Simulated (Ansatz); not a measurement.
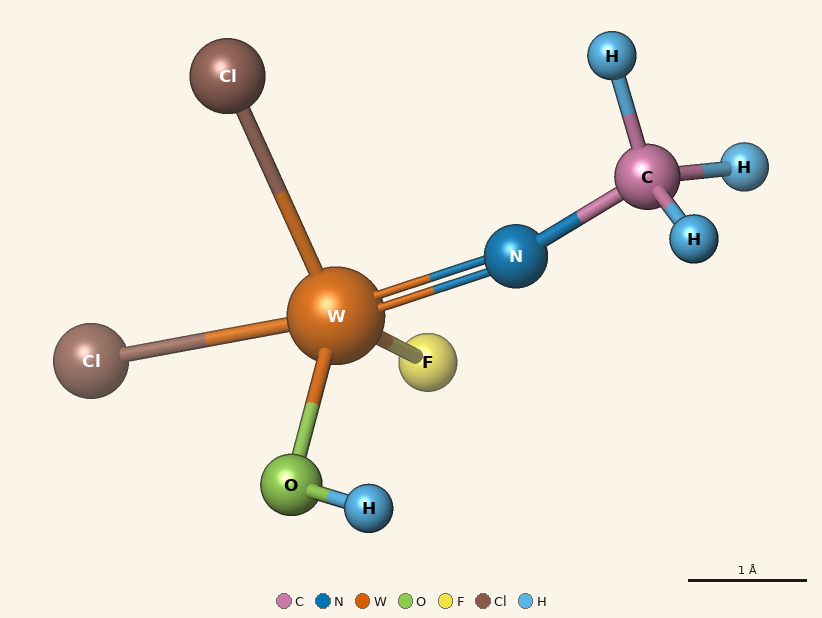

Depth is shown by fading: the farther an atom, the more it takes the colour of the background. The species is neutral and a spin singlet. The computed structure is the end point of a PBE-D4/def2-SVP optimisation. No frequency run is at hand to confirm it as a minimum. Masses are those of the most abundant isotopes; constants are for the rigid equilibrium geometry.

**What kind of rotor is it, and what are its rotational constants in cm⁻¹?**

An asymmetric top (C1): A = 0.0537, B = 0.0340, C = 0.0274 cm⁻¹. Ray's parameter κ is −0.50, nearer the prolate limit.
